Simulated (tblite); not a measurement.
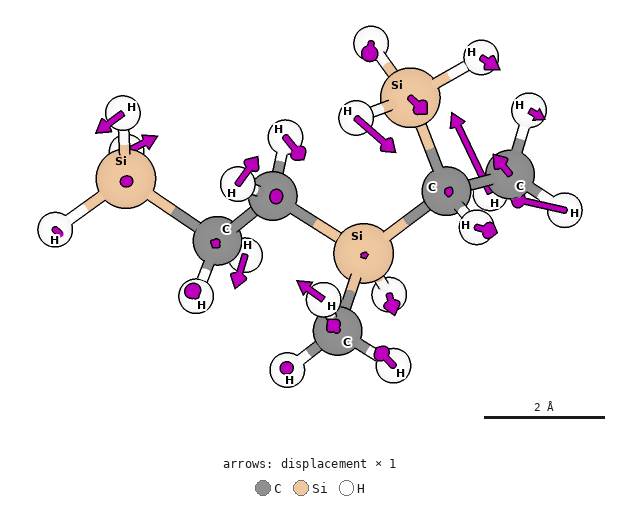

A relaxation of C$_{5}$H$_{18}$Si$_{3}$. The starting structure is drawn; purple arrows show the displacements, at their true length. The two geometries are superimposed by the best rigid fit.

The picture is a ball-and-stick view, seen from a free direction.

Method: GFN2-xTB geometry optimisation, gas phase in tblite 0.8.0. 

Question: Which element moves most?

Answer: Hydrogen: up to 1.58 Å, against 0.59 Å for silicon.

Question: What happened in the run?

Answer: The largest move after the best rigid fit is that of an H atom, 1.58 Å. By element the largest moves are H 1.58 Å, Si 0.59 Å, C 0.53 Å. Near-neighbour distances that change, for instance: C–Si 1.837 → 1.906 Å, C–Si 1.863 → 1.913 Å, C–H 1.123 → 1.091 Å, H–Si 1.510 → 1.480 Å. Among the angles between lasting bonds that change: C–C–H 114.0° → 109.1°, H–C–H 112.1° → 107.4°, Si–C–H 106.8° → 111.3°. Groups turn about C–C by about 55°, C–Si by about 50°, C–Si by about 35°. Over 212 geometry steps the energy falls by 63.8 kJ/mol. Cost: 9.3 s on 1 thread of Intel(R) Xeon(R) Processor @ 2.50GHz (shared host).
